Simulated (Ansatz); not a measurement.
# One shape, several levels: doublet C2H5BClF+

Wanted: a comparison of 6 runs (UHF/STO-3G, UCAM-B3LYP/def2-SVP, UHSE06/def2-SVP, UPBE/def2-SVP, UPBE0/def2-SVP, UMP2/def2-SVP) of doublet C2H5BClF+. 

Program for the calculation: Ansatz 0.2.0.

123 further runs of the same task are left out: 123 set aside as unsound or not needed.

## (1) The molecule

The species is C2H5BClF+ (10 atoms), meant as a doublet with charge +1. As SMILES of the parent species, `BC(F)CCl`. The coordinates come from a PBE0-D4/def2-TZVP relaxation. This is one conformer, not always the lowest. That shape belongs to the parent species and isn't relaxed for this state.

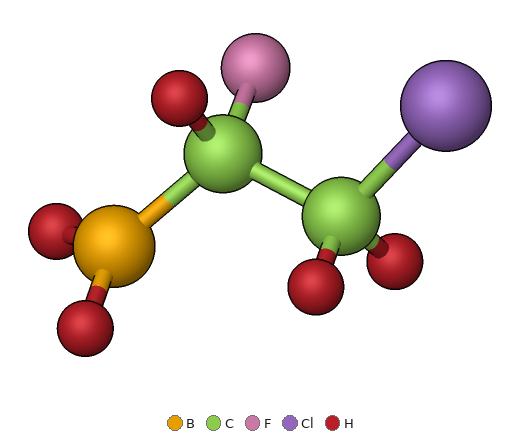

Viewed from a chosen angle; boron amber, carbon green, fluorine pink, chlorine purple, hydrogen red.

## (2) A single-point energy at UHF/STO-3G (run 1)

Contents of input.yaml:

```yaml
crystal:
  periodic: [false, false, false]
  atoms:
    - symbol: B
      position_ang: [-1.309200, -0.711700, -0.281200]
    - symbol: C
      position_ang: [0.178900, -0.496800, 0.126500]
    - symbol: F
      position_ang: [0.520300, -1.080300, 1.336000]
    - symbol: C
      position_ang: [0.655300, 0.934900, 0.100000]
    - symbol: Cl
      position_ang: [2.428700, 1.067800, 0.206300]
    - symbol: H
      position_ang: [-2.010300, -1.450800, 0.336900]
    - symbol: H
      position_ang: [-1.707400, -0.172300, -1.270600]
    - symbol: H
      position_ang: [0.728500, -1.046200, -0.665100]
    - symbol: H
      position_ang: [0.248500, 1.491800, 0.943700]
    - symbol: H
      position_ang: [0.349800, 1.412800, -0.829700]
basis:
  gaussian: {orbitals: STO-3G}
total_charge: 1
magnetization: {spin_polarized: true, initial_magnetization: 1}
hamiltonian: {xc: hf}
accuracy: high
output: {orbitals: {seedname: orbitals}}
```

Launch:

```bash
$ ansatz run input.yaml --threads 1 --pin off --max-ram 3480MiB --events-out events.jsonl --progress --plain --runs-dir runs
```

Output:

```text
Warning: RAYON_NUM_THREADS=1 ignored (pool sized by the plan → 1); use --threads N
Functional definition: HF
  name "HF"
  exchange = exact_x
  correlation = 0
706 factors; integrals over basis functions are off by at most 2.4e-8 eV
mean field evaluation 1: about -17799.4041 eV, gradient 2.5e1 eV
mean field evaluation 2: about -17799.6236 eV, gradient 2.5e1 eV
mean field evaluation 4: about -17805.2191 eV, gradient 2.4e0 eV
mean field evaluation 8: about -17805.0719 eV, gradient 2.5e0 eV
mean field evaluation 16: about -17806.2302 eV, gradient 1.8e-4 eV
mean field evaluation 32: about -17805.9714 eV, gradient 2.0e-1 eV
mean field evaluation 64: about -17805.5045 eV, gradient 6.3e-1 eV
mean field evaluation 96: about -17805.5208 eV, gradient 1.2e-5 eV
mean field -17806.23020018 eV, -654.3668903604 hartree, gradient 2.4e-8 eV, S^2 0.753405; 3 other end points of the search recorded, 0 dependent functions left out
reference -17806.23020018 eV, -654.3668903604 hartree; 24, 23 occupied and 10, 11 virtual orbitals, 706 factors
Total energy: -17806.23020018 eV, -654.3668903604 hartree
```

Wall time 0.88 s (1 thread of Arm Neoverse V2, shared host); peak memory 0.098 GiB.

## (3) The energy at UCAM-B3LYP/def2-SVP (run 2)

Contents of molecule.yaml:

```yaml
crystal:
  periodic: [false, false, false]
  atoms:
    - {symbol: B, position_ang: [-1.309200, -0.711700, -0.281200]}
    - {symbol: C, position_ang: [0.178900, -0.496800, 0.126500]}
    - {symbol: F, position_ang: [0.520300, -1.080300, 1.336000]}
    - {symbol: C, position_ang: [0.655300, 0.934900, 0.100000]}
    - {symbol: Cl, position_ang: [2.428700, 1.067800, 0.206300]}
    - {symbol: H, position_ang: [-2.010300, -1.450800, 0.336900]}
    - {symbol: H, position_ang: [-1.707400, -0.172300, -1.270600]}
    - {symbol: H, position_ang: [0.728500, -1.046200, -0.665100]}
    - {symbol: H, position_ang: [0.248500, 1.491800, 0.943700]}
    - {symbol: H, position_ang: [0.349800, 1.412800, -0.829700]}
basis:
  gaussian:
    orbitals: def2-SVP
total_charge: 1
magnetization:
  spin_polarized: true
  initial_magnetization: 1
hamiltonian:
  xc: {name: CAM-B3LYP}
accuracy: high
output: {orbitals: {seedname: orbitals}}
```

Launch:

```bash
$ ansatz run molecule.yaml --threads 1 --pin off --max-ram 3480MiB --events-out events.jsonl --progress --plain --runs-dir runs
```

Output, cut to the lines that bear on the results:

```text
Warning: RAYON_NUM_THREADS=1 ignored (pool sized by the plan → 1); use --threads N
Functional definition: CAM-B3LYP
  name "CAM-B3LYP"
[...]
2331 factors; integrals over basis functions are off by at most 4.1e-9 eV
434 factors; integrals over basis functions are off by at most 1.9e-9 eV
[...]
mean field -18049.13636210 eV, -663.2935271631 hartree, gradient 3.4e-8 eV, S^2 0.754491; 6 other end points of the search recorded, 0 dependent functions left out
reference -18049.13638119 eV, -663.2935278647 hartree; 24, 23 occupied and 75, 76 virtual orbitals, 2331 factors
Total energy: -18049.13638119 eV, -663.2935278647 hartree
```

It took 33 s on 1 thread of Arm Neoverse V2, shared host; peak memory 0.6 GiB.

Runs 3 to 5 aren't shown in full; the table further down has their settings and results.

## (4) A single-point energy at UMP2/def2-SVP (run 6)

Contents of job.yaml:

```yaml
crystal:
  periodic: [false, false, false]
  atoms:
    - {symbol: B, position_ang: [-1.309200, -0.711700, -0.281200]}
    - {symbol: C, position_ang: [0.178900, -0.496800, 0.126500]}
    - {symbol: F, position_ang: [0.520300, -1.080300, 1.336000]}
    - {symbol: C, position_ang: [0.655300, 0.934900, 0.100000]}
    - {symbol: Cl, position_ang: [2.428700, 1.067800, 0.206300]}
    - {symbol: H, position_ang: [-2.010300, -1.450800, 0.336900]}
    - {symbol: H, position_ang: [-1.707400, -0.172300, -1.270600]}
    - {symbol: H, position_ang: [0.728500, -1.046200, -0.665100]}
    - {symbol: H, position_ang: [0.248500, 1.491800, 0.943700]}
    - {symbol: H, position_ang: [0.349800, 1.412800, -0.829700]}
basis:
  gaussian: {orbitals: def2-SVP}
total_charge: 1
magnetization: {spin_polarized: true, initial_magnetization: 1}
correlation: {method: mp2, frozen_orbitals: {B: 1, C: 1, Cl: 5, F: 1, H: 0}}
accuracy: high
```

Launch:

```bash
$ ansatz run job.yaml --threads 1 --pin off --max-ram 3480MiB --events-out events.jsonl --progress --plain --runs-dir runs
```

Output, cut to the lines that bear on the results:

```text
Warning: RAYON_NUM_THREADS=1 ignored (pool sized by the plan → 1); use --threads N
[... 2 set-up lines as earlier in the session ...]
[...]
2331 factors; integrals over basis functions are off by at most 4.1e-9 eV
[...]
mean field -18001.80508787 eV, -661.5541349173 hartree, gradient 2.4e-8 eV, S^2 0.758155; 9 other end points of the search recorded, 0 dependent functions left out
9 core orbitals not correlated: weight in the atoms' cores, before any rotation towards them, 1.000 or more for the frozen orbitals, at most 0.000 for the correlated occupied ones
reference -18001.80508787 eV, -661.5541349173 hartree; 15, 14 occupied and 75, 76 virtual orbitals, 2331 factors
second order -17.57247522 eV of doubles, -0.00000000 eV of singles
Total energy: -18019.37756308 eV, -662.1999114705 hartree
```

Wall time 24 s (1 thread of Arm Neoverse V2, shared host); peak memory 0.51 GiB.

## (5) The series

| run | level | frozen core orbitals | energy (Eh) | HOMO energy (eV) | LUMO energy (eV) | ⟨S²⟩ | wall time |
| --- | --- | --- | --- | --- | --- | --- | --- |
| 1 | UHF/STO-3G | – | -654.366890 | -15.56 | -5.97 | 0.753 | 0.88 s |
| 2 | UCAM-B3LYP/def2-SVP | – | -663.293528 | -16.05 | -12.14 | 0.754 | 33 s |
| 3 | UHSE06/def2-SVP | – | -662.982617 | -14.54 | -13.39 | 0.753 | 49 s |
| 4 | UPBE/def2-SVP | – | -662.957918 | -13.49 | -13.42 | 0.751 | 23 s |
| 5 | UPBE0/def2-SVP | – | -663.000023 | -14.93 | -13.04 | 0.754 | 37 s |
| 6 | UMP2/def2-SVP | 9 | -662.199911 | – | – | 0.758 | 24 s |

## (6) Summary of results

```
                                          quantity          value
                               run 6: total energy  -662.19991 Eh
run 6: correlation energy (9 core orbitals frozen)     -645.8 mEh
          run 6: ⟨S²⟩ of the reference determinant          0.758
```

**Reading.** Totals of different functionals can't be ranked against each other. In run 1 the basis is minimal, so the values are rough. All runs together took 2.8 min, the longest 49 s.
